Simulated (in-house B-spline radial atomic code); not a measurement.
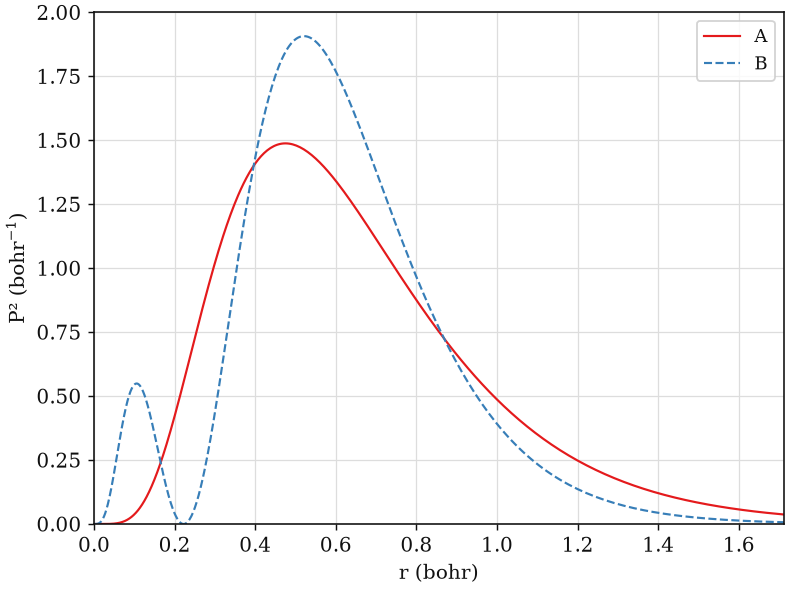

As⁵⁺ (Z = 33, 28 electrons) in the configuration [Ar] 3d10. All numbers are computed, not measured: scalar-relativistic (spin-free one-electron X2C) OLYP, spin-polarised, spherical fractional occupations, Fermi nucleus, basis-set limit (an in-house B-spline radial code). Radial functions and radii carry no picture-change correction.

The plot shows the radial probability densities P² of 3p and 3d.

Q: Which curve belongs to which orbital?

Answer: A is 3d; B is 3p. 3p: outer maximum at 0.521 bohr, ⟨r⟩ = 0.614 bohr, 1 node, eigenvalue −201.2 eV; 3d: outer maximum at 0.475 bohr, ⟨r⟩ = 0.658 bohr, 0 nodes, eigenvalue −107.8 eV.
